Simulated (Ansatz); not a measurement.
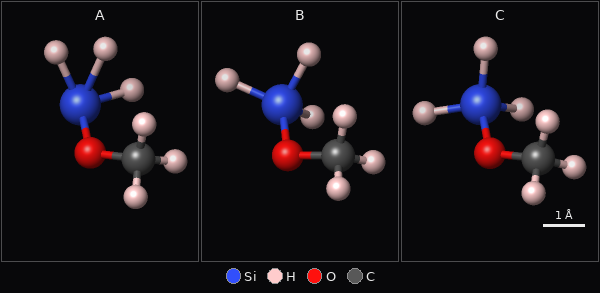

3 geometries from a converged minimum-energy path of CH$_{6}$OSi, shuffled. Style: ball-and-stick. Shown from a free direction.

These are results of RKS PBE/def2-SVP (Ansatz 0.2.0), not measurements. Set-up: 5 movable images; climbing image; force threshold 0.03 eV/Å; iteration limit 60; starting path through a guess of the saddle point.

**Which frame is the transition state?**

A. In order along the path, whose images run from 0 to 6: C (image 0, 0.00 eV), B (image 2, +0.29 eV), A (image 4, +2.47 eV). Breaking: 2 H–Si (1.50–1.51 → 2.38–2.59 Å). Forming: H–H (2.47 → 0.78 Å).
